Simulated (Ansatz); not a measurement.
# Si₂H₅ radical: functionals against CCSD(T) at one geometry

A test off equilibrium: a structure displaced at random from a GFN2-xTB minimum is computed at several levels, and each is set against CCSD(T).

The runs use Ansatz 0.2.0, Gaussian basis; single points in def2-TZVPP.

Cores are frozen in the correlated methods. Orbitals are unrestricted.

**1. The starting structure**

7 atoms, charge 0, spin multiplicity 2.

Atoms are counted from 1 here; the program's logs count them from 0.

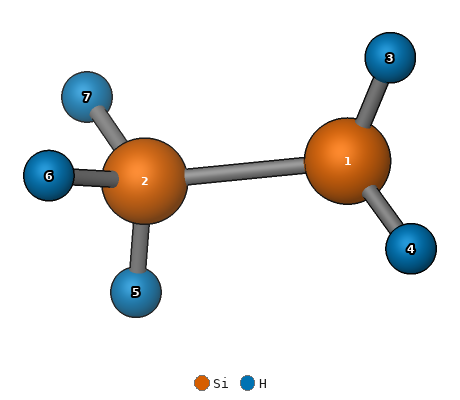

The starting geometry (silicon orange, hydrogen blue); atoms are numbered from 1 in the order of the file.

Coordinates:

```xyz
7
H5Si2
Si   -0.2409   -1.4255   -0.1398
Si    0.3316    0.9178    0.0356
H    -0.0770   -2.2749    0.9514
H    -1.4926   -1.8755   -0.7387
H     0.1345    1.4188   -1.2730
H    -0.3592    1.9034    0.9470
H     1.7962    1.3297    0.4257
```

**2. CCSD(T)/def2-TZVPP**

Contents of run/in.yaml:

```yaml
crystal:
  periodic: [false, false, false]
  atoms:
    - {symbol: Si, position_ang: [-0.240900, -1.425500, -0.139800]}
    - {symbol: Si, position_ang: [0.331600, 0.917800, 0.035600]}
    - {symbol: H, position_ang: [-0.077000, -2.274900, 0.951400]}
    - {symbol: H, position_ang: [-1.492600, -1.875500, -0.738700]}
    - {symbol: H, position_ang: [0.134500, 1.418800, -1.273000]}
    - {symbol: H, position_ang: [-0.359200, 1.903400, 0.947000]}
    - {symbol: H, position_ang: [1.796200, 1.329700, 0.425700]}
basis:
  gaussian: {orbitals: def2-TZVPP}
magnetization: {spin_polarized: true, initial_magnetization: 1}
correlation: {method: ccsd_t}
scf: {omitted_lower_state_checks: [cluster_reference]}
output: {forces: true}
```

The command line of these runs was not kept.

**3. PBE0-D4/def2-TZVPP**

run/in.yaml: that of step 2 with these lines changed.

```diff
@@ -13,4 +13,3 @@
 magnetization: {spin_polarized: true, initial_magnetization: 1}
-correlation: {method: ccsd_t}
-scf: {omitted_lower_state_checks: [cluster_reference]}
-output: {forces: true}
+hamiltonian: {xc: pbe0, dispersion: d4}
+output: {forces: true, orbitals: {seedname: orbitals}}
```

**4. wB97M-V/def2-TZVPP**

run/in.yaml: that of step 3 with these lines changed.

```diff
@@ -13,3 +13,3 @@
 magnetization: {spin_polarized: true, initial_magnetization: 1}
-hamiltonian: {xc: pbe0, dispersion: d4}
-output: {forces: true, orbitals: {seedname: orbitals}}
+hamiltonian: {xc: {name: wB97M-V}}
+output: {forces: true}
```

**5. r2SCAN-D4/def2-TZVPP**

run/in.yaml: that of step 4 with these lines changed.

```diff
@@ -13,3 +13,3 @@
 magnetization: {spin_polarized: true, initial_magnetization: 1}
-hamiltonian: {xc: {name: wB97M-V}}
+hamiltonian: {xc: r2scan, dispersion: d4}
 output: {forces: true}
```

**6. PBE-D4/def2-TZVPP**

run/in.yaml: that of step 5 with these lines changed.

```diff
@@ -13,3 +13,3 @@
 magnetization: {spin_polarized: true, initial_magnetization: 1}
-hamiltonian: {xc: r2scan, dispersion: d4}
+hamiltonian: {xc: pbe, dispersion: d4}
 output: {forces: true}
```

**7. BHLYP-D4/def2-TZVPP**

run/in.yaml: that of step 6 with these lines changed.

```diff
@@ -13,3 +13,3 @@
 magnetization: {spin_polarized: true, initial_magnetization: 1}
-hamiltonian: {xc: pbe, dispersion: d4}
+hamiltonian: {xc: {name: BHLYP}, dispersion: d4}
 output: {forces: true}
```

**8. wB97X-V/def2-TZVPP**

run/in.yaml: that of step 7 with these lines changed.

```diff
@@ -13,3 +13,3 @@
 magnetization: {spin_polarized: true, initial_magnetization: 1}
-hamiltonian: {xc: {name: BHLYP}, dispersion: d4}
+hamiltonian: {xc: {name: wB97X-V}}
 output: {forces: true}
```

(Steps that only read results are left out.)

Before running it: what results should come out? Wanted: energy less free atoms, CCSD(T)/def2-TZVPP; RMS force component; RMS force error; HOMO and LUMO, PBE0-D4; T1 diagnostic.

The runs gave:

| quantity | value |
| --- | --- |
| energy less free atoms, CCSD(T)/def2-TZVPP | -18.273 eV |
| RMS force component | 0.862 to 0.936 eV/Å over the methods |
| RMS force error | PBE0-D4 0.072, wB97M-V 0.045, r2SCAN-D4 0.064, PBE-D4 0.160, BHLYP-D4 0.099, wB97X-V 0.038 eV/Å |
| HOMO and LUMO, PBE0-D4 | -6.24 and -2.74 eV |
| T1 diagnostic | 0.015 |

What this shows: Against CCSD(T) the functionals' energies less atoms differ by -0.623 to -0.158 eV, PBE-D4 by -0.158 eV. A larger basis would deepen the CCSD(T) value, while the functionals are nearly converged already, so the order here is not reliable. On forces the order runs from wB97X-V to PBE-D4. Frozen-core CCSD(T) forces in triple zeta carry basis errors of their own, and this is one geometry, so small gaps rank nothing.
